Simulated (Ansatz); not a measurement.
**wB97X/aug-cc-pVTZ run of PN (phosphorus nitride)**

Aim: the vertical ionisation energy of PN (phosphorus nitride) at wB97X/aug-cc-pVTZ, from 2 runs. 

The results are computed with Ansatz 0.2.0.

41 further runs of the same task are left out: 41 set aside as unsound or not needed.

## Step 1: The structure to begin with

PN has 2 atoms, charge 0, and is taken as a singlet. SMILES: `N#P`. The bond length is the measured one.

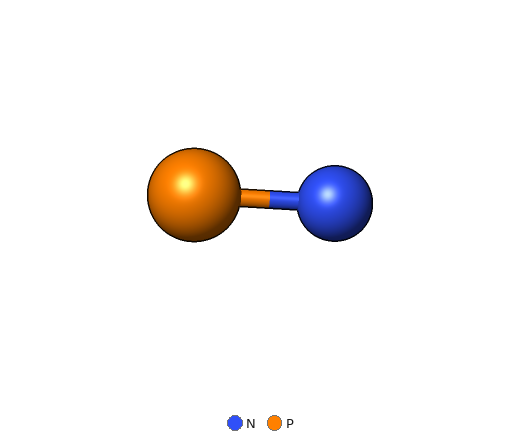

The structure, seen from a chosen angle (nitrogen blue, phosphorus orange).

## Step 2: A single-point energy at wB97X/aug-cc-pVTZ

job.yaml

```yaml
crystal:
  periodic: [false, false, false]
  atoms:
    - {symbol: "N", position_ang: [0.000000, 0.000000, 0.000000]}
    - {symbol: P, position_ang: [0.000000, 0.000000, 1.490866]}
basis:
  gaussian:
    orbitals: aug-cc-pVTZ
hamiltonian:
  xc: {name: wB97X}
accuracy: high
output: {orbitals: {seedname: orbitals}}
```

Started as:

```sh
$ ansatz run job.yaml --threads 1 --pin off --max-ram 3480MiB --events-out events.jsonl --progress --plain --runs-dir runs
```

The program printed:

```text
Warning: RAYON_NUM_THREADS=1 ignored (pool sized by the plan → 1); use --threads N
Functional definition: wB97X
  name "wB97X"
  parameter omega = 0.3/bohr
  parameter cx = 0.157706
  parameter cx1 = 0.726479
  parameter cx2 = 1.04760
  parameter cx3 = -5.70635
  parameter cx4 = 13.2794
  parameter css1 = -4.33879
  parameter css2 = 18.2308
  parameter css3 = -31.7430
  parameter css4 = 17.2901
  parameter cos1 = 2.37031
  parameter cos2 = -11.3995
  parameter cos3 = 6.58405
  parameter cos4 = -3.78132
  exchange = spin_sum(e_x_unif_sr(omega)*poly(b97_u_x, 1 - cx, cx1, cx2, cx3, cx4)) + cx*exact_x_sr(omega)
      + exact_x_lr(omega)
  correlation = spin_sum(e_c_pw_same_spin*poly(b97_u_same, 1, css1, css2, css3, css4))
      + integral(e_c_pw_opposite_spin*poly(b97_u_opposite, 1, cos1, cos2, cos3, cos4))
1255 factors; integrals over basis functions are off by at most 3.9e-9 eV
315 factors; integrals over basis functions are off by at most 1.6e-9 eV
mean field evaluation 1: about -10770.5668 eV, gradient 5.7e1 eV
mean field evaluation 2: about -10753.9351 eV, gradient 9.7e1 eV
mean field evaluation 4: about -10777.6020 eV, gradient 1.1e0 eV
mean field evaluation 8: about -10777.6027 eV, gradient 1.1e-1 eV
mean field evaluation 16: about -10777.6028 eV, gradient 1.9e-5 eV
mean field -10777.60278337 eV, -396.0695969672 hartree, gradient 5.6e-8 eV, S^2 0.000000; 0 other end points of the search recorded, 0 dependent functions left out
reference -10777.60278079 eV, -396.0695968726 hartree; 11, 11 occupied and 85, 85 virtual orbitals, 1255 factors
Total energy: -10777.60278079 eV, -396.0695968726 hartree
```

Run time: 8.4 s. Hardware: 1 thread of Arm Neoverse V2, shared host; peak memory 0.28 GiB.

## Step 3: The doublet cation at the same level

in.yaml

```yaml
crystal:
  periodic: [false, false, false]
  atoms:
    - {symbol: N, position_ang: [0.000000, 0.000000, 0.000000]}
    - {symbol: P, position_ang: [0.000000, 0.000000, 1.490866]}
basis:
  gaussian:
    orbitals: aug-cc-pVTZ
total_charge: 1
magnetization:
  spin_polarized: true
  initial_magnetization: 1
hamiltonian:
  xc: {name: wB97X}
accuracy: high
output: {orbitals: {seedname: orbitals}}
```

Started as:

```sh
$ ansatz run in.yaml --threads 1 --pin off --max-ram 3480MiB --events-out events.jsonl --progress --plain --runs-dir runs
```

The program printed, cut to the lines that bear on the results:

```text
Warning: RAYON_NUM_THREADS=1 ignored (pool sized by the plan → 1); use --threads N
[... 2 set-up lines as earlier in the session ...]
[...]
      + exact_x_lr(omega)
[...]
      + integral(e_c_pw_opposite_spin*poly(b97_u_opposite, 1, cos1, cos2, cos3, cos4))
1255 factors; integrals over basis functions are off by at most 3.9e-9 eV
315 factors; integrals over basis functions are off by at most 1.6e-9 eV
[...]
mean field -10765.74013599 eV, -395.6336527169 hartree, gradient 2.9e-8 eV, S^2 0.810926; 1 other end points of the search recorded, 0 dependent functions left out
reference -10765.74013296 eV, -395.6336526056 hartree; 11, 10 occupied and 85, 86 virtual orbitals, 1255 factors
Total energy: -10765.74013296 eV, -395.6336526056 hartree
```

Run time: 49 s. Hardware: 1 thread of Arm Neoverse V2, shared host; peak memory 0.47 GiB.

## Step 4: Summary of results

At wB97X/aug-cc-pVTZ:

| quantity | value |
| --- | --- |
| singlet PN: total energy | -396.06960 Eh |
| singlet PN: HOMO energy | -11.81 eV |
| singlet PN: LUMO energy | -0.25 eV |
| singlet PN: HOMO–LUMO gap | 11.56 eV |
| doublet cation: total energy | -395.63365 Eh |
| doublet cation: HOMO energy (highest over α and β) | -20.28 eV |
| doublet cation: LUMO energy (lowest over α and β) | -11.81 eV |
| doublet cation: ⟨S²⟩ | 0.811 |
| vertical ionisation energy (to the doublet cation) | 11.863 eV |

Removing an electron at fixed nuclei costs 11.86 eV (274 kcal/mol). −ε(HOMO) before ionisation, 11.81 eV, is 0.05 eV below this ionisation energy.
